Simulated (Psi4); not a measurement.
**doublet CH2ClF+: levels of theory compared**

Aim: a comparison of 6 runs (UHF/STO-3G, UHF/3-21G, UB3LYP/6-31G*, U-wB97X/aug-cc-pVDZ, UHSE06/aug-cc-pVDZ, UTPSSh/aug-cc-pVDZ) of doublet CH2ClF+. 

The calculation is run with Psi4 1.11.

1 further run of the same task is left out (set aside as unsound or not needed).

### 1 The structure to begin with

CH2ClF+: 5 atoms, total charge +1, spin state doublet. As SMILES of the parent species, `FCCl`. Geometry: relaxed at PBE0-D4/def2-TZVP. That shape belongs to the parent species and isn't relaxed for this state.

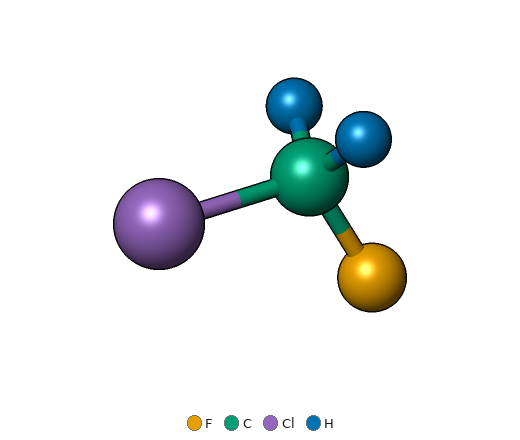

Viewed from a chosen angle; fluorine amber, carbon teal, chlorine purple, hydrogen blue.

### 2 Energy and forces at UHF/STO-3G (run 1)

Input file ch2clf.xyz:

```xyz
5
CH2ClF
F     -0.970450     0.560520     0.766500
C      0.083560     0.089320     0.058070
Cl    -0.422970    -1.232890    -0.998060
H      0.832130    -0.302600     0.745580
H      0.477720     0.885670    -0.572080
```

Input file calc.py:

```python
import psi4

psi4.set_memory(2200000000)
psi4.set_num_threads(1)
psi4.set_output_file('run.log', False)

with open('ch2clf.xyz') as f:
    atoms = ''.join(f.readlines()[2:])
m = psi4.geometry('1 2\n' + atoms + 'symmetry c1\nno_reorient\nno_com')

psi4.set_options({
    'basis': 'STO-3G',
    'reference': 'uhf',
    'puream': True,
    'e_convergence': 1e-09,
    'd_convergence': 1e-08,
    'scf_type': 'pk',
    'maxiter': 100,
})

result, w = psi4.gradient("hf", return_wfn=True)
psi4.oeprop(w, "LOWDIN_CHARGES", "MULLIKEN_CHARGES", "MAYER_INDICES")
print('gradient / Eh bohr^-1')
print(result.np.round(6))
print(f'energy = {w.energy():.10f} Eh')
```

Launch:

```
$ python calc.py
```

run.log:

```text
[...]
  Running in c1 symmetry.
[...]
  Nuclear repulsion =  101.669889195457586
[...]
  Multiplicity = 2
[...]
  Nalpha       = 17
  Nbeta        = 16
[...]
    Number of basis functions: 21
[...]
   @UHF iter   1:  -590.59546636953689   -8.46285e-01   2.21719e-02 DIIS/ADIIS
[...]
   @UHF iter  20:  -590.77082359755013    2.27374e-13   9.90349e-09 DIIS
[...]
   @S^2 Observed:                7.551355539E-01
[...]
  @UHF Final Energy:  -590.77082359755013
   => Energetics <=
    Nuclear Repulsion Energy =            101.6698891954575856
    One-Electron Energy =               -1009.0733027037072134
    Two-Electron Energy =                 316.6325899106994939
    Total Energy =                       -590.7708235975501339
  UHF NO Occupations:
  HONO-2 :   15  A 1.9991760
  HONO-1 :   16  A 1.9988200
[...]
  -Total Gradient:
     Atom            X                  Y                   Z
    ------   -----------------  -----------------  -----------------
       1        0.007096415679    -0.008743618769    -0.009793562679
       2        0.037856917352     0.015334191478     0.003644431583
       3        0.000837358124     0.011572089652     0.010210561899
       4       -0.027496414125     0.006346345704    -0.019138045412
       5       -0.018294277030    -0.024509008061     0.015076614629
[...]
```

The script printed:

```text
gradient / Eh bohr^-1
[[ 0.007096 -0.008744 -0.009794]
 [ 0.037857  0.015334  0.003644]
 [ 0.000837  0.011572  0.010211]
 [-0.027496  0.006346 -0.019138]
 [-0.018294 -0.024509  0.015077]]
energy = -590.7708235976 Eh
```

It took 1.2 s on 1 thread of Intel Xeon 6975P-C (Granite Rapids), shared host; peak memory 0.18 GiB.

### 3 A single-point energy at UHF/3-21G (run 2)

Input file calc.in:

```
memory 2200 mb

molecule m {
  1 2
  F     -1.83388472     1.05922929     1.44847507
  C      0.15790551     0.16879034     0.10973640
  Cl    -0.79929746    -2.32982444    -1.88606006
  H      1.57249780    -0.57183113     1.40894200
  H      0.90275996     1.67367374    -1.08107452
  units bohr
  symmetry c1
}

set basis 3-21G
set reference uhf
set puream true
set e_convergence 1e-09
set d_convergence 1e-08
set scf_type pk
set maxiter 100

result = energy("scf")
```

Launch:

```
$ psi4 calc.in calc.out -n 1
```

calc.out:

```text
[...]
  Running in c1 symmetry.
[...]
  Nuclear repulsion =  101.669889247299878
[...]
  Multiplicity = 2
[...]
  Nalpha       = 17
  Nbeta        = 16
[...]
    Number of basis functions: 35
[...]
   @UHF iter   1:  -594.45706389927113    1.15560e-01   1.04855e-02 ADIIS/DIIS
[...]
   @UHF iter  16:  -594.57756797406023   -6.82121e-13   6.61386e-09 DIIS
[...]
   @S^2 Observed:                7.539777292E-01
[...]
  @UHF Final Energy:  -594.57756797406023
   => Energetics <=
    Nuclear Repulsion Energy =            101.6698892472998779
    One-Electron Energy =               -1014.6114359837974916
    Two-Electron Energy =                 318.3639787624372843
    Total Energy =                       -594.5775679740602300
  UHF NO Occupations:
  HONO-2 :   15  A 1.9996291
  HONO-1 :   16  A 1.9986325
[...]
 Multipole Moments:
 ------------------------------------------------------------------------------------
     Multipole            Electronic (a.u.)      Nuclear  (a.u.)        Total (a.u.)
 ------------------------------------------------------------------------------------
 L = 1.  Multiply by 2.5417464519 to convert [e a0] to [Debye]
 Dipole X            :         -1.3089949            2.5379658            1.2289709
 Dipole Y            :         -1.5453000            1.1537883           -0.3915117
 Dipole Z            :         -1.0414772            0.3578521           -0.6836251
 Magnitude           :                                                    1.4597925
[...]
```

Run time: 1.2 s. Hardware: 1 thread of Intel Xeon 6975P-C (Granite Rapids), shared host; peak memory 0.18 GiB.

Runs 3 to 4 aren't shown in full; the table further down has their settings and results.

### 4 The energy at UHSE06/aug-cc-pVDZ (run 5)

ch2clf.xyz is that of step 2.

Input file ch2clf_ase.py:

```python
import numpy as np
from ase.calculators.psi4 import Psi4
from ase.io import read

mol = read('ch2clf.xyz')
calc = Psi4(atoms=mol, method='hse06', basis='aug-cc-pVDZ', memory='2200MB', num_threads=1, charge=1, multiplicity=2, label='ch2clf', reference='uks')
calc.psi4.set_options({'puream': True, 'e_convergence': 1e-09, 'd_convergence': 1e-08, 'scf_type': 'pk', 'dft_radial_points': 99, 'dft_spherical_points': 590, 'maxiter': 100})
mol.calc = calc

print(f'energy: {mol.get_potential_energy():.6f} eV')
```

Launch:

```
$ python ch2clf_ase.py
```

ch2clf.dat:

```text
[...]
  Running in c1 symmetry.
[...]
  Nuclear repulsion =  101.669889195457586
[...]
  Multiplicity = 2
[...]
  Nalpha       = 17
  Nbeta        = 16
[...]
    Number of basis functions: 91
[...]
   @UKS iter   1:  -598.57204341440502    2.74315e-01   4.76140e-03 ADIIS/DIIS
[...]
   @UKS iter  14:  -598.67740070981495   -1.77351e-11   2.49583e-09 DIIS
[...]
   @S^2 Observed:                7.532282598E-01
[...]
  @UKS Final Energy:  -598.67740070981495
   => Energetics <=
    Nuclear Repulsion Energy =            101.6698891954575856
    One-Electron Energy =               -1018.6080185432508642
    Two-Electron Energy =                 352.2220068779228086
    DFT Exchange-Correlation Energy =     -33.9612782399444271
    Empirical Dispersion Energy =           0.0000000000000000
    VV10 Nonlocal Energy =                  0.0000000000000000
    Total Energy =                       -598.6774007098149468
[...]
 Multipole Moments:
 ------------------------------------------------------------------------------------
     Multipole            Electronic (a.u.)      Nuclear  (a.u.)        Total (a.u.)
 ------------------------------------------------------------------------------------
 L = 1.  Multiply by 2.5417464519 to convert [e a0] to [Debye]
 Dipole X            :         -1.4941572            2.5379658            1.0438085
 Dipole Y            :         -1.2823141            1.1537883           -0.1285258
 Dipole Z            :         -0.7545110            0.3578521           -0.3966588
 Magnitude           :                                                    1.1240077
[...]
```

On the terminal:

```text
energy: -16290.841855 eV
```

It took 28 s on 1 thread of Intel Xeon 6975P-C (Granite Rapids), shared host; peak memory 1.3 GiB.

### 5 A single-point energy at UTPSSh/aug-cc-pVDZ (run 6)

Input file run_ase.py:

```python
import numpy as np
from ase.calculators.psi4 import Psi4
from ase import Atoms

a = Atoms(['F', 'C', 'Cl', 'H', 'H'], positions=[
    [-0.970450, 0.560520, 0.766500],
    [0.083560, 0.089320, 0.058070],
    [-0.422970, -1.232890, -0.998060],
    [0.832130, -0.302600, 0.745580],
    [0.477720, 0.885670, -0.572080],
])
calc = Psi4(atoms=a, method='tpssh', basis='aug-cc-pVDZ', memory='2200MB', num_threads=1, charge=1, multiplicity=2, label='ch2clf', reference='uks')
calc.psi4.set_options({'puream': True, 'e_convergence': 1e-09, 'd_convergence': 1e-08, 'scf_type': 'pk', 'dft_radial_points': 99, 'dft_spherical_points': 590, 'maxiter': 100})
a.calc = calc

print(f'energy: {a.get_potential_energy():.6f} eV')
```

Launch:

```
$ python run_ase.py
```

ch2clf.dat:

```text
[...]
  Running in c1 symmetry.
[...]
  Nuclear repulsion =  101.669889195457586
[...]
  Multiplicity = 2
[...]
  Nalpha       = 17
  Nbeta        = 16
[...]
    Number of basis functions: 91
[...]
   @UKS iter   1:  -598.83819428557615    2.82179e-01   5.11611e-03 DIIS/ADIIS
[...]
   @UKS iter  13:  -598.96204592482059   -4.72937e-11   8.84374e-09 DIIS
[...]
   @S^2 Observed:                7.529279040E-01
[...]
  @UKS Final Energy:  -598.96204592482059
   => Energetics <=
    Nuclear Repulsion Energy =            101.6698891954575856
    One-Electron Energy =               -1018.7075217139421284
    Two-Electron Energy =                 358.2851029825426394
    DFT Exchange-Correlation Energy =     -40.2095163888786757
    Empirical Dispersion Energy =           0.0000000000000000
    VV10 Nonlocal Energy =                  0.0000000000000000
    Total Energy =                       -598.9620459248205862
[...]
 Multipole Moments:
 ------------------------------------------------------------------------------------
     Multipole            Electronic (a.u.)      Nuclear  (a.u.)        Total (a.u.)
 ------------------------------------------------------------------------------------
 L = 1.  Multiply by 2.5417464519 to convert [e a0] to [Debye]
 Dipole X            :         -1.5068901            2.5379658            1.0310757
 Dipole Y            :         -1.1828071            1.1537883           -0.0290188
 Dipole Z            :         -0.6613504            0.3578521           -0.3034983
 Magnitude           :                                                    1.0752071
[...]
```

On the terminal:

```text
energy: -16298.587446 eV
```

Run time: 35 s. Hardware: 1 thread of Intel Xeon 6975P-C (Granite Rapids), shared host; peak memory 1.4 GiB.

### 6 All runs side by side

| run | level | task | properties | energy (Eh) | HOMO energy (eV) | LUMO energy (eV) | ⟨S²⟩ | wall time |
| --- | --- | --- | --- | --- | --- | --- | --- | --- |
| 1 | UHF/STO-3G | gradient | (lowdin, mulliken, mayer) | -590.770824 | -17.15 | -10.36 | 0.755 | 1.2 s |
| 2 | UHF/3-21G | energy | – | -594.577568 | -21.73 | -9.90 | 0.754 | 1.2 s |
| 3 | UB3LYP/6-31G* (Cartesian functions) | gradient | (mayer, wiberg, mulliken) | -598.909040 | -17.14 | -14.53 | 0.752 | 9.3 s |
| 4 | U-wB97X/aug-cc-pVDZ | gradient | – | -598.898781 | -19.97 | -12.15 | 0.754 | 30 s |
| 5 | UHSE06/aug-cc-pVDZ | energy | – | -598.677401 | -17.19 | -14.70 | 0.753 | 28 s |
| 6 | UTPSSh/aug-cc-pVDZ | energy | – | -598.962046 | -16.66 | -14.77 | 0.753 | 35 s |

### 7 Outcome

| quantity | value |
| --- | --- |
| run 6: total energy | -598.96205 Eh |
| run 6: HOMO energy (highest over α and β) | -16.66 eV |
| run 6: LUMO energy (lowest over α and β) | -14.77 eV |
| run 6: ⟨S²⟩ | 0.753 |

In words: Totals of different functionals can't be ranked against each other. In run 1 the basis is minimal, so the values are rough. All runs together took 1.7 min, the longest 35 s.
